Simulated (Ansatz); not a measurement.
# SnH4O + H2S: a complex and its separated parts, part 2 of 2

Ansatz 0.2.0, Gaussian basis. Earlier steps stand in the parts before.

## (13) CAM-B3LYP-D4/def2-TZVPP

The inputs:

parta/in.yaml

```yaml
crystal:
  periodic: [false, false, false]
  atoms:
    - {symbol: Sn, position_ang: [-0.432800, 0.745399, -1.085262]}
    - {symbol: O, position_ang: [0.660500, 1.062575, 0.522143]}
    - {symbol: H, position_ang: [0.408400, -0.494585, -1.884580]}
    - {symbol: H, position_ang: [-0.495939, 2.192970, -1.992048]}
    - {symbol: H, position_ang: [-1.998387, 0.269602, -0.591169]}
    - {symbol: H, position_ang: [0.315494, 1.759889, 1.083412]}
basis:
  gaussian: {orbitals: def2-TZVPP}
hamiltonian: {xc: {name: CAM-B3LYP}, dispersion: d4}
```

partb/in.yaml

```yaml
crystal:
  periodic: [false, false, false]
  atoms:
    - {symbol: H, position_ang: [0.367088, -0.864478, 1.536035]}
    - {symbol: S, position_ang: [-0.011848, -2.147481, 1.439878]}
    - {symbol: H, position_ang: [1.187491, -2.523791, 0.971491]}
basis:
  gaussian: {orbitals: def2-TZVPP}
hamiltonian: {xc: {name: CAM-B3LYP}, dispersion: d4}
```

One command serves all of them, each in its own folder.

Command:

```
$ ansatz run in.yaml --threads 4 --pin off --events-out ev --progress --plain --max-ram 9574MiB
```

Output in parta, shortened:

```text
Functional definition: CAM-B3LYP
  name "CAM-B3LYP"
  cite "Yanai, Tew & Handy, Chem. Phys. Lett. 393, 51 (2004) doi:10.1016/j.cplett.2004.06.011"
  cite "Iikura, Tsuneda, Yanai & Hirao, J. Chem. Phys. 115, 3540 (2001) doi:10.1063/1.1383587"
  cite "Becke, Phys. Rev. A 38, 3098 (1988) doi:10.1103/PhysRevA.38.3098"
  cite "Lee, Yang & Parr, Phys. Rev. B 37, 785 (1988) doi:10.1103/PhysRevB.37.785"
[...]
  # Exact exchange under (alpha + beta erf(omega r))/r, Becke's under what is left of 1/r.
[...]
819 factors; their error is unknown
201 factors; integrals over basis functions are off by at most 9.4e-6 eV
[...]
mean field -7943.32846974 eV, -291.9119370816 hartree, gradient 5.3e-5 eV, S^2 0.000000; 0 other end points of the search recorded, 0 dependent functions left out
reference -7943.32859154 eV, -291.9119415576 hartree; 17, 17 occupied and 120, 120 virtual orbitals, 819 factors
Total energy: -7943.39281316 eV, -291.9143016586 hartree
```

partb printed, shortened:

```text
[... 6 set-up lines as earlier in the session ...]
[...]
  # Exact exchange under (alpha + beta erf(omega r))/r, Becke's under what is left of 1/r.
[...]
414 factors; their error is unknown
87 factors; integrals over basis functions are off by at most 9.9e-5 eV
[...]
mean field -10868.61810283 eV, -399.4143482649 hartree, gradient 2.0e-5 eV, S^2 0.000000; 0 other end points of the search recorded, 0 dependent functions left out
reference -10868.61817991 eV, -399.4143510975 hartree; 9, 9 occupied and 61, 61 virtual orbitals, 414 factors
Total energy: -10868.63013495 eV, -399.4147904374 hartree
```

Wall times: 0.85 s (parta), 0.25 s (partb) on 4 threads of Arm Neoverse V1, shared host.

## (14) wB97X-V/def2-TZVPP

The same edit goes into each in.yaml of step 13 (parta, partb):

```diff
-hamiltonian: {xc: {name: CAM-B3LYP}, dispersion: d4}
+hamiltonian: {xc: {name: wB97X-V}}
```

Each run has its own folder and the same command.

Command:

```
$ ansatz run in.yaml --threads 4 --pin off --events-out ev --progress --plain --max-ram 9574MiB
```

Output in parta, shortened:

```text
Functional definition: wB97X-V
  name "wB97X-V"
  cite "Mardirossian & Head-Gordon, Phys. Chem. Chem. Phys. 16, 9904 (2014) doi:10.1039/C3CP54374A"
[... 2 set-up lines as earlier in the session ...]
[...]
      + integral(e_c_pw_opposite_spin*poly(b97_u_opposite, cos0, cos1)) + vv10(b, c)
819 factors; their error is unknown
198 factors; integrals over basis functions are off by at most 8.0e-6 eV
[...]
mean field -7943.22525617 eV, -291.9081440530 hartree, gradient 7.3e-5 eV, S^2 0.000000; 0 other end points of the search recorded, 0 dependent functions left out
reference -7943.22525399 eV, -291.9081439725 hartree; 17, 17 occupied and 120, 120 virtual orbitals, 819 factors
Total energy: -7943.22525399 eV, -291.9081439725 hartree
```

Log of partb, shortened:

```text
[... 5 set-up lines as earlier in the session ...]
[...]
      + integral(e_c_pw_opposite_spin*poly(b97_u_opposite, cos0, cos1)) + vv10(b, c)
409 factors; their error is unknown
87 factors; integrals over basis functions are off by at most 4.4e-5 eV
[...]
mean field -10866.66390480 eV, -399.3425328120 hartree, gradient 7.8e-5 eV, S^2 0.000000; 0 other end points of the search recorded, 0 dependent functions left out
reference -10866.66390364 eV, -399.3425327693 hartree; 9, 9 occupied and 61, 61 virtual orbitals, 409 factors
Total energy: -10866.66390364 eV, -399.3425327693 hartree
```

Wall times: 2.4 s (parta), 0.5 s (partb) on 4 threads of Arm Neoverse V1, shared host.

## (15) wB97M-V/def2-TZVPP

Each input of step 14 (parta, partb) changes in the same lines:

```diff
-hamiltonian: {xc: {name: wB97X-V}}
+hamiltonian: {xc: {name: wB97M-V}}
```

Each run has its own folder and the same command.

Command:

```
$ ansatz run in.yaml --threads 4 --pin off --events-out ev --progress --plain --max-ram 9574MiB
```

parta printed, shortened:

```text
Functional definition: wB97M-V
  name "wB97M-V"
  cite "Mardirossian & Head-Gordon, J. Chem. Phys. 144, 214110 (2016) doi:10.1063/1.4952647"
[... 2 set-up lines as earlier in the session ...]
  # Of w^i u^j: cxij and so on, Table III.
[...]
  gx(w, u) = 1 - cx + cx01*u + cx10*w
[...]
      + integral(e_c_pw_mod_opposite_spin*gos(b97_w_opposite, b97_u_opposite)) + vv10(b, c)
819 factors; their error is unknown
198 factors; integrals over basis functions are off by at most 8.0e-6 eV
[...]
mean field -7942.11080317 eV, -291.8671886606 hartree, gradient 2.4e-5 eV, S^2 0.000000; 0 other end points of the search recorded, 0 dependent functions left out
reference -7942.11085784 eV, -291.8671906694 hartree; 17, 17 occupied and 120, 120 virtual orbitals, 819 factors
Total energy: -7942.11085784 eV, -291.8671906694 hartree
```

Output in partb, shortened:

```text
[... 5 set-up lines as earlier in the session ...]
  # Of w^i u^j: cxij and so on, Table III.
[...]
  gx(w, u) = 1 - cx + cx01*u + cx10*w
[...]
      + integral(e_c_pw_mod_opposite_spin*gos(b97_w_opposite, b97_u_opposite)) + vv10(b, c)
409 factors; their error is unknown
87 factors; integrals over basis functions are off by at most 4.4e-5 eV
[...]
mean field -10867.51056866 eV, -399.3736471352 hartree, gradient 7.9e-6 eV, S^2 0.000000; 0 other end points of the search recorded, 0 dependent functions left out
reference -10867.51059684 eV, -399.3736481704 hartree; 9, 9 occupied and 61, 61 virtual orbitals, 409 factors
Total energy: -10867.51059684 eV, -399.3736481704 hartree
```

They took 2.6 s (parta), 0.6 s (partb) on 4 threads of Arm Neoverse V1, shared host.

## (16) B2PLYP/def2-TZVPP

Each input of step 15 (parta, partb) changes in the same lines:

```diff
-hamiltonian: {xc: {name: wB97M-V}}
+hamiltonian: {xc: {name: B2PLYP}}
```

Each run has its own folder and the same command.

Command:

```
$ ansatz run in.yaml --threads 4 --pin off --events-out ev --progress --plain --max-ram 9574MiB
```

Log of parta, shortened:

```text
Functional definition: B2PLYP
  name "B2PLYP"
  cite "Grimme, J. Chem. Phys. 124, 034108 (2006) doi:10.1063/1.2148954"
[... 2 set-up lines as earlier in the session ...]
[...]
969 factors; integrals over basis functions are off by at most 7.9e-4 eV
[...]
mean field -7932.11167052 eV, -291.4997273131 hartree, gradient 5.4e-6 eV, S^2 0.000000; 0 other end points of the search recorded, 0 dependent functions left out
5 core orbitals not correlated: weight in the atoms' cores, before any rotation towards them, 1.000 or more for the frozen orbitals, at most 0.000 for the correlated occupied ones
reference -7932.11182362 eV, -291.4997329394 hartree; 12, 12 occupied and 120, 120 virtual orbitals, 969 factors
second order -19.11244077 eV of doubles, -0.00000000 eV of singles
Total energy: -7937.27218262 eV, -291.6893726351 hartree
```

Output in partb, shortened:

```text
[... 5 set-up lines as earlier in the session ...]
[...]
386 factors; integrals over basis functions are off by at most 1.1e-3 eV
[...]
mean field -10863.10111423 eV, -399.2116026736 hartree, gradient 4.2e-6 eV, S^2 0.000000; 0 other end points of the search recorded, 0 dependent functions left out
5 core orbitals not correlated: weight in the atoms' cores, before any rotation towards them, 1.000 or more for the frozen orbitals, at most 0.000 for the correlated occupied ones
reference -10863.10121412 eV, -399.2116063446 hartree; 4, 4 occupied and 61, 61 virtual orbitals, 386 factors
second order -6.35670311 eV of doubles, -0.00000000 eV of singles
Total energy: -10864.81752396 eV, -399.2746795678 hartree
```

They took 1.4 s (parta), 0.3 s (partb) on 4 threads of Arm Neoverse V1, shared host.

## (17) PBE-QIDH/def2-TZVPP

Each input of step 16 (parta, partb) changes in the same lines:

```diff
-hamiltonian: {xc: {name: B2PLYP}}
+hamiltonian: {xc: {name: PBE-QIDH}}
```

The same command starts each run, in its folder.

Command:

```
$ ansatz run in.yaml --threads 4 --pin off --events-out ev --progress --plain --max-ram 9574MiB
```

Log of parta, shortened:

```text
Functional definition: PBE-QIDH
  name "PBE-QIDH"
  cite "Brémond, Sancho-García, Pérez-Jiménez & Adamo, J. Chem. Phys. 141, 031101 (2014) doi:10.1063/1.4890314"
[... 1 set-up line as earlier in the session ...]
[...]
969 factors; integrals over basis functions are off by at most 7.9e-4 eV
[...]
mean field -7930.73646057 eV, -291.4491892799 hartree, gradient 5.8e-6 eV, S^2 0.000000; 0 other end points of the search recorded, 0 dependent functions left out
5 core orbitals not correlated: weight in the atoms' cores, before any rotation towards them, 1.000 or more for the frozen orbitals, at most 0.000 for the correlated occupied ones
reference -7930.73647272 eV, -291.4491897263 hartree; 12, 12 occupied and 120, 120 virtual orbitals, 969 factors
second order -17.82078304 eV of doubles, -0.00000000 eV of singles
Total energy: -7936.67673374 eV, -291.6674902921 hartree
```

partb printed, shortened:

```text
[... 4 set-up lines as earlier in the session ...]
[...]
386 factors; integrals over basis functions are off by at most 1.1e-3 eV
[...]
mean field -10860.20508339 eV, -399.1051755031 hartree, gradient 1.1e-6 eV, S^2 0.000000; 0 other end points of the search recorded, 0 dependent functions left out
5 core orbitals not correlated: weight in the atoms' cores, before any rotation towards them, 1.000 or more for the frozen orbitals, at most 0.000 for the correlated occupied ones
reference -10860.20509017 eV, -399.1051757523 hartree; 4, 4 occupied and 61, 61 virtual orbitals, 386 factors
second order -5.89902219 eV of doubles, -0.00000000 eV of singles
Total energy: -10862.17143090 eV, -399.1774374414 hartree
```

They took 1.4 s (parta), 0.3 s (partb) on 4 threads of Arm Neoverse V1, shared host.

## (18) RPA on PBE/def2-TZVPP

Each input of step 17 (parta, partb) changes in the same lines:

```diff
-hamiltonian: {xc: {name: PBE-QIDH}}
+hamiltonian: {xc: pbe}
+correlation: {method: rpa}
```

The same command starts each run, in its folder.

Command:

```
$ ansatz run in.yaml --threads 4 --pin off --events-out ev --progress --plain --max-ram 9574MiB
```

Log of parta, shortened:

```text
[... 4 set-up lines as earlier in the session ...]
[...]
969 factors; integrals over basis functions are off by at most 7.9e-4 eV
[...]
mean field -7941.89142306 eV, -291.8591265901 hartree, gradient 1.1e-6 eV, S^2 0.000000; 0 other end points of the search recorded, 0 dependent functions left out
5 core orbitals not correlated: weight in the atoms' cores, before any rotation towards them, 1.000 or more for the frozen orbitals, at most 0.000 for the correlated occupied ones
reference -7905.71428585 eV, -290.5296413194 hartree; 12, 12 occupied and 120, 120 virtual orbitals, 969 factors
Total energy: -7930.06673765 eV, -291.4245774165 hartree
```

Output in partb, shortened:

```text
[... 4 set-up lines as earlier in the session ...]
[...]
386 factors; integrals over basis functions are off by at most 1.1e-3 eV
[...]
mean field -10863.54265213 eV, -399.2278288919 hartree, gradient 1.4e-6 eV, S^2 0.000000; 0 other end points of the search recorded, 0 dependent functions left out
5 core orbitals not correlated: weight in the atoms' cores, before any rotation towards them, 1.000 or more for the frozen orbitals, at most 0.000 for the correlated occupied ones
reference -10849.04806733 eV, -398.6951627256 hartree; 4, 4 occupied and 61, 61 virtual orbitals, 386 factors
Total energy: -10858.41207608 eV, -399.0392837000 hartree
```

Times: 1.6 s (parta), 0.3 s (partb) on 4 threads of Arm Neoverse V1, shared host.

## (19) CCSD(T)/def2-TZVPP

The same edit goes into each in.yaml of step 18 (parta, partb):

```diff
-hamiltonian: {xc: pbe}
-correlation: {method: rpa}
+correlation: {method: ccsd_t}
```

Each run has its own folder and the same command.

Command:

```
$ ansatz run in.yaml --threads 4 --pin off --events-out ev --progress --plain --max-ram 9574MiB
```

Log of parta, shortened:

```text
Functional definition: HF
  name "HF"
  cite "Fock, Z. Phys. 61, 126 (1930) doi:10.1007/BF01340294"
[... 1 set-up line as earlier in the session ...]
[...]
969 factors; integrals over basis functions are off by at most 7.9e-4 eV
[...]
mean field -7906.71962694 eV, -290.5665869230 hartree, gradient 1.4e-6 eV, S^2 0.000000; 0 other end points of the search recorded, 0 dependent functions left out
5 core orbitals not correlated: weight in the atoms' cores, before any rotation towards them, 1.000 or more for the frozen orbitals, at most 0.000 for the correlated occupied ones
reference -7906.71962694 eV, -290.5665869230 hartree; 12, 12 occupied and 120, 120 virtual orbitals, 969 factors
second order -15.94354788 eV of doubles, -0.00000000 eV of singles
cycle   1  -15.76420411 eV  change    1.8e-1 eV  update   9.6e-2
[...]
cycle  10  -16.25950263 eV  change   -6.9e-6 eV  update   8.4e-6
perturbative correction -0.47811677 eV, -0.0175704673 hartree
Total energy: -7923.45724634 eV, -291.1816830908 hartree
```

Output in partb, shortened:

```text
[... 4 set-up lines as earlier in the session ...]
[...]
386 factors; integrals over basis functions are off by at most 1.1e-3 eV
[...]
mean field -10849.38788285 eV, -398.7076507154 hartree, gradient 1.3e-6 eV, S^2 0.000000; 0 other end points of the search recorded, 0 dependent functions left out
5 core orbitals not correlated: weight in the atoms' cores, before any rotation towards them, 1.000 or more for the frozen orbitals, at most 0.000 for the correlated occupied ones
reference -10849.38788285 eV, -398.7076507154 hartree; 4, 4 occupied and 61, 61 virtual orbitals, 386 factors
second order -5.20083502 eV of doubles, -0.00000000 eV of singles
cycle   1  -5.68431762 eV  change   -4.8e-1 eV  update   4.9e-2
[...]
cycle   8  -5.86282508 eV  change    2.9e-6 eV  update   5.9e-6
perturbative correction -0.21791710 eV, -0.0080083057 hartree
Total energy: -10855.46862503 eV, -398.9311138689 hartree
```

Times: 8.5 s (parta), 0.3 s (partb) on 4 threads of Arm Neoverse V1, shared host; peak memory 0.86 GiB.

## (20) Vibrations of SnH4O

The input, vib-parta/in.yaml:

```yaml
crystal:
  periodic: [false, false, false]
  atoms:
    - {symbol: Sn, position_ang: [-0.432800, 0.745399, -1.085262]}
    - {symbol: O, position_ang: [0.660500, 1.062575, 0.522143]}
    - {symbol: H, position_ang: [0.408400, -0.494585, -1.884580]}
    - {symbol: H, position_ang: [-0.495939, 2.192970, -1.992048]}
    - {symbol: H, position_ang: [-1.998387, 0.269602, -0.591169]}
    - {symbol: H, position_ang: [0.315494, 1.759889, 1.083412]}
basis:
  gaussian: {orbitals: def2-TZVP}
hamiltonian: {xc: pbe0, dispersion: d4}
phonons: {temperatures: {t_min: 298.15, t_max: 900, t_step: 200}}
```

Command:

```
$ ansatz run in.yaml --threads 4 --pin off --events-out ev --progress --plain --max-ram 9574MiB
```

Log, shortened:

```text
[... 5 set-up lines as earlier in the session ...]
[...]
788 factors; their error is unknown
[...]
mean field -7942.16939029 eV, -291.8693416975 hartree, gradient 7.5e-5 eV, S^2 0.000000; 0 other end points of the search recorded, 0 dependent functions left out
[...]
Atom 3 at    -0.495939     2.192970    -1.992048 Å, force     0.000242    -0.000091    -0.000079 eV/Å
Atom 4 at    -1.998387     0.269602    -0.591169 Å, force     0.000175     0.000051     0.000386 eV/Å
Atom 5 at     0.315494     1.759889     1.083412 Å, force    -0.000546    -0.000238     0.000241 eV/Å
Dipole moment:    -0.299941     0.147767    -0.126626 e Å
Vibrations: 119.24 493.86 503.52 615.40 702.21 703.87 718.99 861.51 1938.66 1941.01 1986.35 3900.85 cm⁻¹, zero-point energy 0.897985 eV
```

Run time: 20 s. Hardware: 4 threads of Arm Neoverse V1, shared host.

Wavenumbers and character of the modes:

| mode | wavenumber (cm⁻¹) | character |
| --- | --- | --- |
| 1 | 119 | torsion |
| 2 | 494 | bend |
| 3 | 504 | bend |
| 4 | 615 | Sn–O stretch |
| 5 | 702 | bend |
| 6 | 704 | bend |
| 7 | 719 | bend |
| 8 | 862 | bend |
| 9 | 1939 | Sn–H stretch |
| 10 | 1941 | Sn–H stretch |
| 11 | 1986 | Sn–H stretch |
| 12 | 3901 | O–H stretch |

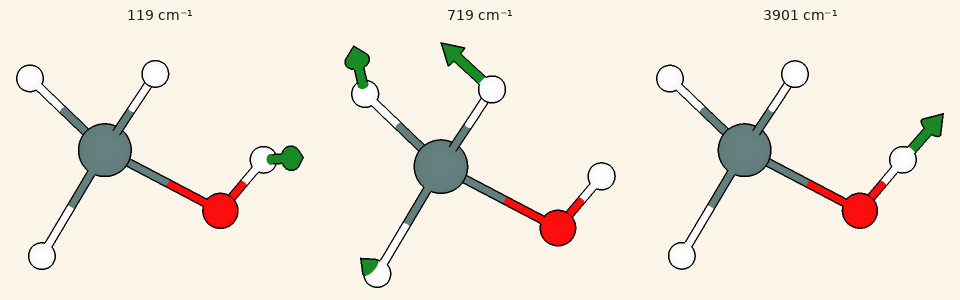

Displacements of 3 modes, as arrows.

Vibrational sums (real modes only):

| T (K) | entropy (J/mol/K) | heat capacity (J/mol/K) |
| --- | --- | --- |
| 298 | 24.8 | 35.5 |
| 498 | 47.9 | 54.4 |
| 698 | 68.2 | 65.8 |
| 898 | 85.8 | 73.6 |

## (21) Vibrations of H2S

The input, vib-partb/in.yaml:

```yaml
crystal:
  periodic: [false, false, false]
  atoms:
    - {symbol: H, position_ang: [0.367088, -0.864478, 1.536035]}
    - {symbol: S, position_ang: [-0.011848, -2.147481, 1.439878]}
    - {symbol: H, position_ang: [1.187491, -2.523791, 0.971491]}
basis:
  gaussian: {orbitals: def2-TZVP}
hamiltonian: {xc: pbe0, dispersion: d4}
phonons: {temperatures: {t_min: 298.15, t_max: 900, t_step: 200}}
```

Command:

```
$ ansatz run in.yaml --threads 4 --pin off --events-out ev --progress --plain --max-ram 9574MiB
```

Log, shortened:

```text
[... 5 set-up lines as earlier in the session ...]
[...]
359 factors; their error is unknown
[...]
mean field -10864.45046283 eV, -399.2611903200 hartree, gradient 5.0e-5 eV, S^2 0.000000; 0 other end points of the search recorded, 0 dependent functions left out
[...]
Total energy: -10864.46265862 eV, -399.2616385071 hartree
Atom 0 at     0.367088    -0.864478     1.536035 Å, force     0.002022     0.002463    -0.000250 eV/Å
Atom 1 at    -0.011848    -2.147481     1.439878 Å, force    -0.000786    -0.004236    -0.000474 eV/Å
Atom 2 at     1.187491    -2.523791     0.971491 Å, force    -0.001236     0.001772     0.000724 eV/Å
Dipole moment:     0.205600     0.118134    -0.048487 e Å
Vibrations: 1208.99 2724.47 2739.90 cm⁻¹, zero-point energy 0.413695 eV
```

Run time: 1.4 s. Hardware: 4 threads of Arm Neoverse V1, shared host.

Wavenumbers and character of the modes:

| mode | wavenumber (cm⁻¹) | character |
| --- | --- | --- |
| 1 | 1209 | bend |
| 2 | 2724 | S–H stretch |
| 3 | 2740 | S–H stretch |

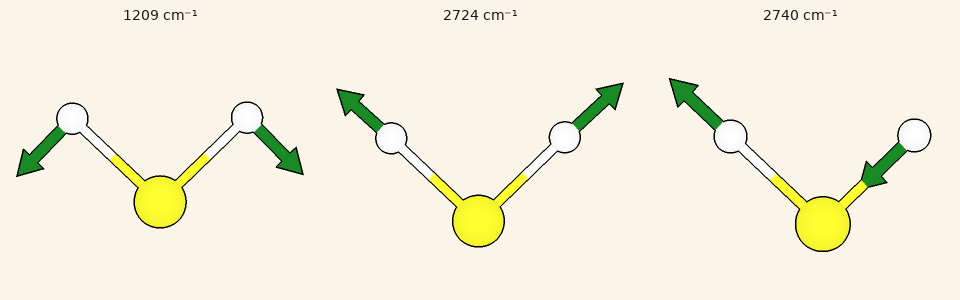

Displacements of 3 modes, as arrows.

Vibrational sums (real modes only):

| T (K) | entropy (J/mol/K) | heat capacity (J/mol/K) |
| --- | --- | --- |
| 298 | 0.2 | 0.8 |
| 498 | 1.2 | 3.7 |
| 698 | 3.0 | 7.0 |
| 898 | 5.1 | 10.2 |

## (22) Complex less separated parts

The complex's own energies come from single points at the same levels.

Rows are in def2-TZVPP; times add the 3 runs of a level on a shared host, so small differences are noise.

Differences are taken before rounding.

| method | rung | complex less parts (kJ/mol) | from CCSD(T) (kJ/mol) | time |
| --- | --- | --- | --- | --- |
| SPW92 | LDA | -31.6 | -15.0 | 1.4 s |
| PBE-D4 | GGA | -21.7 | -5.1 | 2.2 s |
| BLYP-D4 | GGA | -20.1 | -3.5 | 2.3 s |
| r2SCAN-D4 | meta-GGA | -19.1 | -2.5 | 4.6 s |
| B97M-V | meta-GGA | -18.7 | -2.1 | 8.9 s |
| PBE0-D4 | hybrid | -20.1 | -3.5 | 2.9 s |
| B3LYP-D4 | hybrid | -19.8 | -3.2 | 2.8 s |
| r2SCAN0-D4 | hybrid | -18.8 | -2.3 | 4.9 s |
| BHLYP-D4 | hybrid | -20.2 | -3.6 | 2.9 s |
| CAM-B3LYP-D4 | range-separated hybrid | -19.5 | -2.9 | 3.1 s |
| wB97X-V | range-separated hybrid | -18.0 | -1.5 | 8.4 s |
| wB97M-V | range-separated hybrid | -18.6 | -2.0 | 9.2 s |
| B2PLYP | double hybrid | -13.1 | +3.4 | 5.1 s |
| PBE-QIDH | double hybrid | -16.2 | +0.3 | 5.2 s |
| RPA on PBE | RPA | -12.8 | +3.8 | 5.4 s |
| Hartree-Fock | wavefunction | -2.1 | +14.5 |  |
| MP2 | wavefunction | -18.5 | -2.0 |  |
| CCSD | wavefunction | -14.2 | +2.4 |  |
| CCSD(T) | wavefunction | -16.6 | 0 | 78 s |

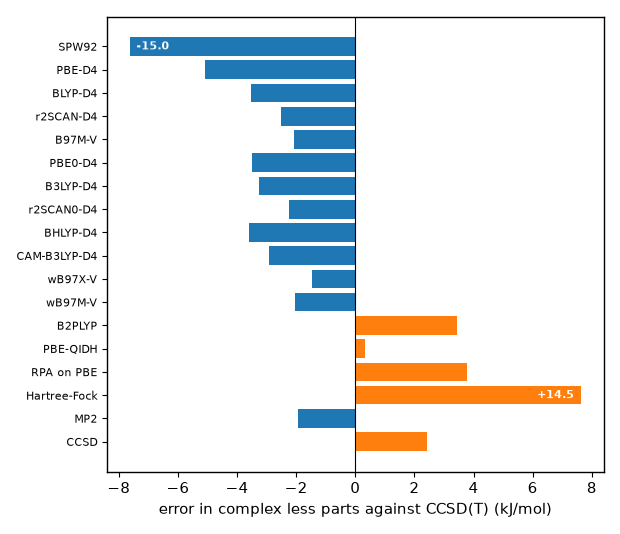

Error of each method against CCSD(T). Bars with a number in them are cut short.

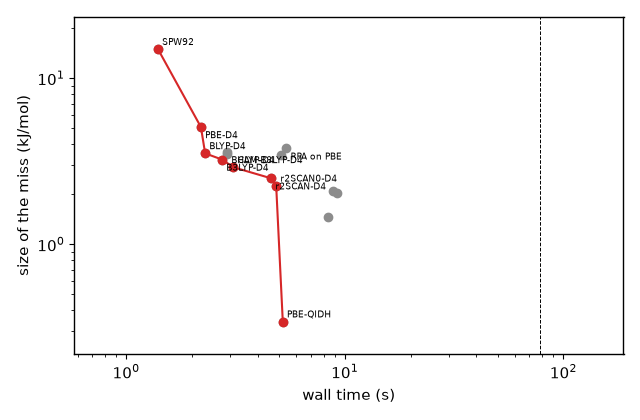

Accuracy for the time spent; red marks the levels that beat every quicker one drawn (of those quicker than the yardstick), and the dashed line is the time of CCSD(T). Only those levels and the largest misses are named. Times are from a shared host.

For cost: PBE-QIDH gets within 0.3 kJ/mol in 5.2 s, where CCSD(T) took 78 s; the quickest level in the cost chart, SPW92, takes 1.4 s and misses by 15.0 kJ/mol.

The complex's zero-point energy, from a separate PBE0-D4 run, is 1.368 eV.

## (23) Outcome

What follows sums up all 2 parts.

```
                              quantity         value
complex less parts, CCSD(T)/def2-TZVPP  -16.6 kJ/mol
                with zero-point energy  -11.1 kJ/mol
                 largest T1 diagnostic         0.014
```

What this shows: At CCSD(T) the complex lies 16.6 kJ/mol below its parts. Among the functionals PBE-QIDH lands nearest to CCSD(T) (+0.3 kJ/mol) and SPW92 farthest (-15.0 kJ/mol). By rung, the mean size of the error is: LDA 15.0, GGA 4.3, meta-GGA 2.3, hybrid 3.1, range-separated hybrid 2.1, double hybrid 1.9 kJ/mol. The double hybrids carry no dispersion term here, unlike the levels marked D4 or V. PBE-D4 gives a relative energy 5.1 kJ/mol too low, outside chemical accuracy (1 kcal/mol, 4.2 kJ/mol). No counterpoise was applied, and triple zeta lacks some correlation, so the CCSD(T) reference has a basis error of its own, and close matches with it are partly luck.
